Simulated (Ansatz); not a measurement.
# GaH2O2 (SMILES [OH][Ga][OH]): RPA@PBE0/def2-SVPD

Aim: the electronic atomisation energy of GaH2O2 at RPA@PBE0/def2-SVPD, from 4 runs. 

Program for the calculation: Ansatz 0.2.0.

48 further runs of the same task are left out: 48 set aside as unsound or not needed.

### 1 The system as given

GaH2O2: 5 atoms, total charge 0, spin state doublet. As SMILES, `[OH][Ga][OH]`. The shape is that of a PBE0-D4/def2-TZVP optimisation. This is one conformer, not always the lowest.

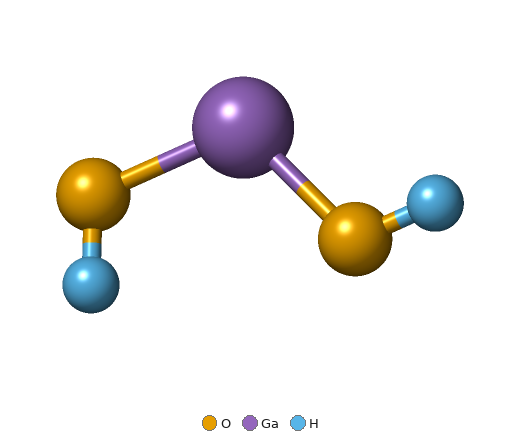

Viewed from a chosen angle; oxygen amber, gallium purple, hydrogen blue.

### 2 A single-point energy at RPA@PBE0/def2-SVPD

Input file run.yaml:

```yaml
crystal:
  periodic: [false, false, false]
  atoms:
    - {symbol: O, position_ang: [-0.370600, 0.021600, -1.274400]}
    - {symbol: Ga, position_ang: [-0.311700, -0.753800, 0.353600]}
    - {symbol: O, position_ang: [0.618200, 0.154900, 1.591100]}
    - {symbol: H, position_ang: [-0.867400, -0.464600, -1.936500]}
    - {symbol: H, position_ang: [0.981500, 0.968200, 1.224700]}
basis:
  gaussian:
    orbitals: def2-SVPD
total_charge: 0
magnetization:
  spin_polarized: true
  initial_magnetization: 1
hamiltonian:
  xc: pbe0
correlation:
  method: rpa
  frozen_orbitals: {Ga: 9, H: 0, O: 1}
accuracy: high
```

Launch:

```bash
$ ansatz run run.yaml --threads 1 --pin off --max-ram 3480MiB --events-out events.jsonl --progress --plain --runs-dir runs
```

Log:

```text
Warning: RAYON_NUM_THREADS=1 ignored (pool sized by the plan → 1); use --threads N
Functional definition: PBE0
  name "PBE0"
  parameter a = 0.25
  parameter kappa = 0.804
  parameter beta = 0.06672455060314922
  exchange = (1 - a)*pbe_x(kappa = kappa, mu = beta*pi^2/3) + a*exact_x
  correlation = pbe_c(beta = beta)
1902 factors; integrals over basis functions are off by at most 4.3e-9 eV
mean field evaluation 1: about -56473.3020 eV, gradient 5.5e1 eV
mean field evaluation 2: about -56473.3699 eV, gradient 5.5e1 eV
mean field evaluation 4: about -56484.2013 eV, gradient 7.5e0 eV
mean field evaluation 8: about -56484.5187 eV, gradient 1.9e-1 eV
mean field evaluation 16: about -56484.5190 eV, gradient 1.4e-4 eV
mean field evaluation 32: about -56458.3705 eV, gradient 1.8e1 eV
mean field -56484.51898006 eV, -2075.7677859351 hartree, gradient 1.9e-8 eV, S^2 0.752843; 2 other end points of the search recorded, 0 dependent functions left out
11 core orbitals not correlated: weight in the atoms' cores, before any rotation towards them, 1.000 or more for the frozen orbitals, at most 0.000 for the correlated occupied ones
reference -56430.76996038 eV, -2073.7925458941 hartree; 14, 13 occupied and 75, 76 virtual orbitals, 1902 factors
Total energy: -56452.47320034 eV, -2074.5901252520 hartree
```

Wall time 13 s (1 thread of Intel Xeon 6975P-C (Granite Rapids), shared host); peak memory 0.64 GiB.

### 3 The Ga atom, same level

Input file molecule.yaml:

```yaml
crystal:
  periodic: [false, false, false]
  atoms:
    - {symbol: Ga, position_ang: [0.000000, 0.000000, 0.000000]}
basis:
  gaussian:
    orbitals: def2-SVPD
hamiltonian:
  xc: {name: PBE0}
magnetization:
  spin_polarized: true
  initial_magnetization: 1
correlation:
  method: rpa
  frozen_orbitals: {Ga: 9}
accuracy: high
```

Run the same way, it converges to -1923.20051 Eh (log not shown).

### 4 The H atom at the same level

Input file run.yaml:

```yaml
crystal:
  periodic: [false, false, false]
  atoms:
    - {symbol: H, position_ang: [0.000000, 0.000000, 0.000000]}
basis:
  gaussian: {orbitals: def2-SVPD}
magnetization: {spin_polarized: true, initial_magnetization: 1}
hamiltonian: {xc: pbe0}
correlation: {method: rpa, frozen_orbitals: {H: 0}}
accuracy: high
```

Run the same way, it converges to -0.51299 Eh (log not shown).

### 5 The O atom

Input file molecule.yaml:

```yaml
crystal:
  periodic: [false, false, false]
  atoms:
    - {symbol: O, position_ang: [0.000000, 0.000000, 0.000000]}
basis:
  gaussian: {orbitals: def2-SVPD}
correlation: {method: rpa, frozen_orbitals: {O: 1}}
hamiltonian: {xc: {name: PBE0}}
accuracy: high
magnetization: {spin_polarized: true, initial_magnetization: 2}
```

Run the same way, it converges to -74.90245 Eh (log not shown).

### 6 What came out

At RPA@PBE0/def2-SVPD, 11 core orbitals frozen:

| quantity | value |
| --- | --- |
| molecule: total energy | -2074.59013 Eh |
| molecule: RPA correlation energy (valence) | -797.6 mEh |
| molecule: ⟨S²⟩ of the reference determinant | 0.753 |
| Ga atom: total energy | -1923.20051 Eh |
| Ga atom: RPA correlation energy (valence) | -234.5 mEh |
| Ga atom: ⟨S²⟩ of the reference determinant | 0.754 |
| H atom: total energy | -0.51299 Eh |
| H atom: RPA correlation energy | -13.7 mEh |
| H atom: ⟨S²⟩ of the reference determinant | 0.750 |
| O atom: total energy | -74.90245 Eh |
| O atom: RPA correlation energy (valence) | -180.4 mEh |
| O atom: ⟨S²⟩ of the reference determinant | 2.004 |
| electronic atomisation energy | 15.204 eV |

In words: Taking the molecule apart into free atoms costs 15.20 eV (351 kcal/mol), before zero-point energy and without spin-orbit coupling.
